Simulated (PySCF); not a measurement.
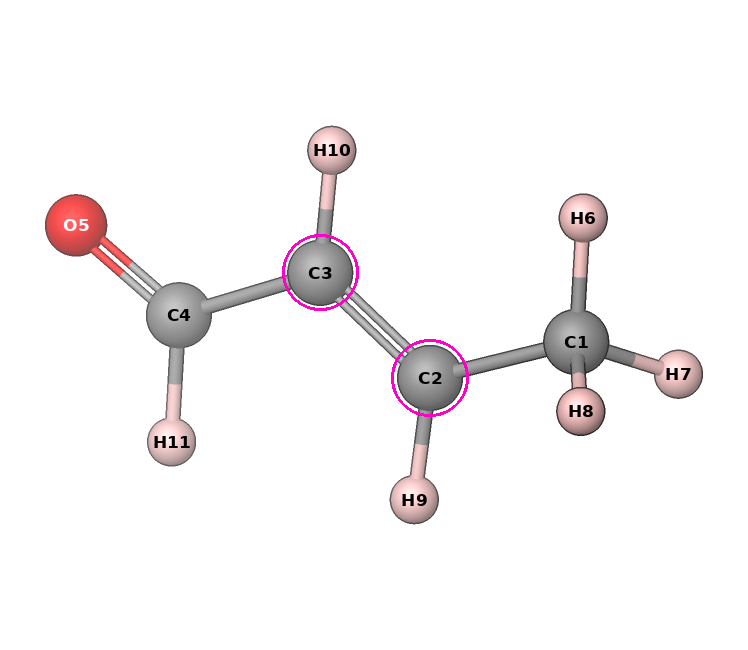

Depth is shown by fading: the farther an atom, the more it takes the colour of the background. Circles mark the stereogenic atoms. The computed structure is the end point of a GFN2-xTB optimisation. No frequency run is at hand to confirm it as a minimum.

### What are the Cahn–Ingold–Prelog descriptors?

C2=C3: E.

### Give a SMILES with the stereochemistry.

C/C=C/C=O
